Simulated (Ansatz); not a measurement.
## Phonon calculation, with input and output: SiNH4F

System: SiNH4F.
Method: RKS PBE0-D4/def2-TZVP (Ansatz 0.2.0).

The geometry comes from this level: PBE0-D4/def2-TZVP. Figures and captions count atoms from 1; the log counts them from 0 in places.

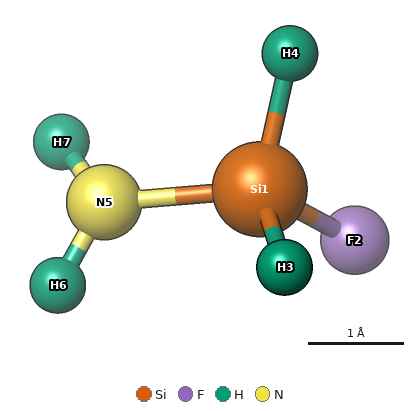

*The structure (ball-and-stick view, seen at a tilt; atoms are numbered from 1 in the order of the input).*

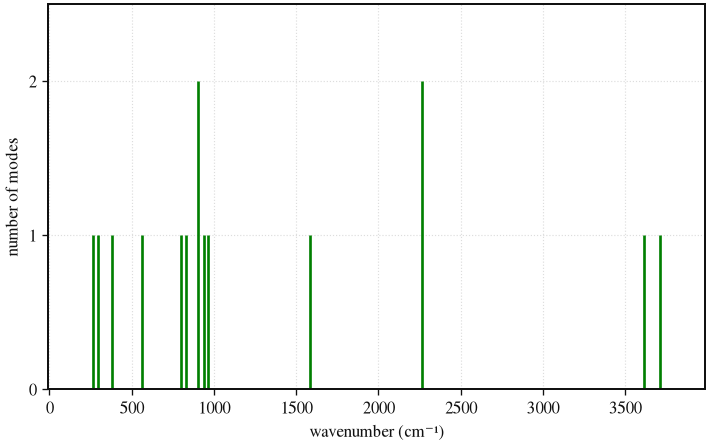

*Harmonic vibrational wavenumbers from the force constants; neighbouring modes closer than 16 cm⁻¹ are counted in one stick.*

15 modes from 267 to 3710 cm⁻¹, none imaginary.

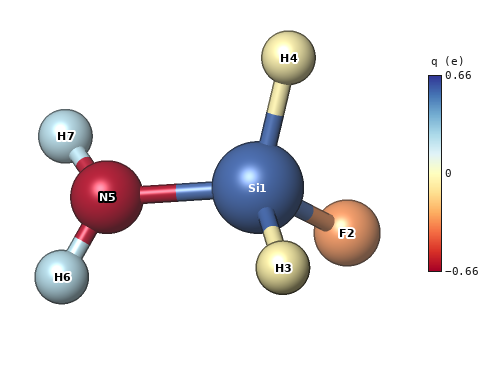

*Mulliken charges, as the colour of each atom (ball-and-stick view, seen at a tilt; atoms are numbered from 1 in the order of the input).*

By element: Si +0.56, F −0.32, H −0.05 to +0.25 and N −0.63 e.

These pictures come from the run below.

Input:
```yaml
crystal:
  periodic: [false, false, false]
  atoms:
    - {symbol: Si, position_ang: [0.168549, -0.774722, 0.770031]}
    - {symbol: F, position_ang: [1.004777, -1.212212, -0.527699]}
    - {symbol: H, position_ang: [-0.261965, -2.033504, 1.416873]}
    - {symbol: H, position_ang: [1.093183, 0.038260, 1.590035]}
    - {symbol: N, position_ang: [-1.211584, 0.154034, 0.441617]}
    - {symbol: H, position_ang: [-2.062667, -0.260924, 0.100738]}
    - {symbol: H, position_ang: [-1.153026, 1.131708, 0.210349]}
basis:
  gaussian: {orbitals: def2-TZVP}
hamiltonian: {xc: pbe0, dispersion: d4}
phonons: {temperatures: {t_min: 298.15, t_max: 900, t_step: 200}}
```

Command:
```bash
ansatz run in.yaml --threads 2 --pin off --events-out ev --progress --plain --max-ram 4352MiB
```

What the program printed:
```
Functional definition: PBE0
  name "PBE0"
  cite "Adamo & Barone, J. Chem. Phys. 110, 6158 (1999) doi:10.1063/1.478522"
  cite "Perdew, Burke & Ernzerhof, Phys. Rev. Lett. 77, 3865 (1996) doi:10.1103/PhysRevLett.77.3865"
  parent pbe
  parameter a = 0.25
  parameter kappa = 0.804
  parameter beta = 0.06672455060314922
  exchange = (1 - a)*pbe_x(kappa = kappa, mu = beta*pi^2/3) + a*exact_x
  correlation = pbe_c(beta = beta)
755 factors; their error is unknown
mean field evaluation 1: about -12140.0780 eV, gradient 6.2e1 eV
mean field evaluation 2: about -12132.4279 eV, gradient 8.5e1 eV
mean field evaluation 4: about -12146.6199 eV, gradient 1.9e0 eV
mean field evaluation 8: about -12146.6276 eV, gradient 1.6e-2 eV
mean field evaluation 16: about -12146.6737 eV, gradient 3.4e-5 eV
mean field -12146.67367396 eV, -446.3820242069 hartree, gradient 3.4e-5 eV, S^2 0.000000; 0 other end points of the search recorded, 0 dependent functions left out
the calculation of the forces begins
reference -12146.67370011 eV, -446.3820251680 hartree; 17, 17 occupied and 106, 106 virtual orbitals, 755 factors
these checks for a lower state are left out or cut short: stability, starts, cluster_reference, orbital_swaps, neighbouring_geometries, increment
755 factors; their error is unknown
mean field -12146.67354645 eV, -446.3820195210 hartree, gradient 2.5e-6 eV, S^2 0.000000; 0 other end points of the search recorded, 0 dependent functions left out
[... from here on the field's lines of each further geometry are left out, up to the last ...]
the calculation of the forces begins
reference -12146.67369075 eV, -446.3820248238 hartree; 17, 17 occupied and 106, 106 virtual orbitals, 755 factors
these checks for a lower state are left out or cut short: stability, starts, cluster_reference, orbital_swaps, neighbouring_geometries, increment
755 factors; their error is unknown
mean field -12146.67366363 eV, -446.3820238271 hartree, gradient 1.9e-6 eV, S^2 0.000000; 0 other end points of the search recorded, 0 dependent functions left out
the calculation of the forces begins
reference -12146.67368978 eV, -446.3820247884 hartree; 17, 17 occupied and 106, 106 virtual orbitals, 755 factors
Total energy: -12146.75120596 eV, -446.3848734555 hartree
Atom 0 at     0.168549    -0.774722     0.770031 Å, force    -0.000793     0.001895     0.001792 eV/Å
Atom 1 at     1.004777    -1.212212    -0.527699 Å, force    -0.000856    -0.000416    -0.000132 eV/Å
Atom 2 at    -0.261965    -2.033504     1.416873 Å, force     0.000353    -0.000299    -0.000487 eV/Å
Atom 3 at     1.093183     0.038260     1.590035 Å, force    -0.000186     0.000372    -0.000728 eV/Å
Atom 4 at    -1.211584     0.154034     0.441617 Å, force     0.001915    -0.001994    -0.000491 eV/Å
Atom 5 at    -2.062667    -0.260924     0.100738 Å, force     0.000188     0.002003    -0.000810 eV/Å
Atom 6 at    -1.153026     1.131708     0.210349 Å, force    -0.000621    -0.001560     0.000856 eV/Å
Dipole moment:    -0.346813     0.222366     0.041675 e Å
Vibrations: 267.11 294.51 381.51 561.10 800.73 828.60 898.95 904.24 941.36 962.96 1585.03 2260.49 2265.55 3616.05 3710.40 cm⁻¹, zero-point energy 1.257113 eV
```

Key numbers:

| quantity | value |
| --- | --- |
| outcome | converged |
| total energy | −12146.7512 eV |
| mean-field energy | −12146.6737 eV |
| dispersion energy | −0.0775 eV |
| largest force (length of the vector) | 0.003 eV/Å |
| dipole moment | 1.99 D |
| hardware | 2 threads of Arm Neoverse V2, 23 GiB of memory available, shared host |
| wall time | 40 s (CPU time 75 s) |
| peak memory | 0.4 GiB |
